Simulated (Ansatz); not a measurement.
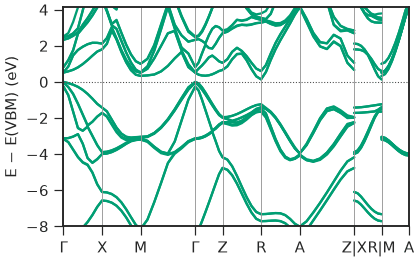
Fig. 1. Band structure from PBEsol with spin–orbit coupling in the plane-wave PAW code Ansatz

**Question.** Read off the gap and where the band edges lie.

**Answer.** About 0.1 eV (0.14 eV by a search for the band edges); maximum at Γ, minimum at R.

The material is SiGe3 in space group P-4m2 (No. 115; Si on 1a, Ge on 2g, Ge on 1c).

The start of the workflow was typed in or built on a structure type; neither database checked (COD, Materials Project) lists it. Whether it is the stable phase at ambient conditions was not checked. The PBEsol relaxation kept the symmetry of its start; whether a distortion lowers the energy is not shown.

Potentials: the earlier of the program's two PAW sets. The files were generated under PBE; for other functionals the program regenerates the frozen cores, and for LDA and PBEsol the local potential too.
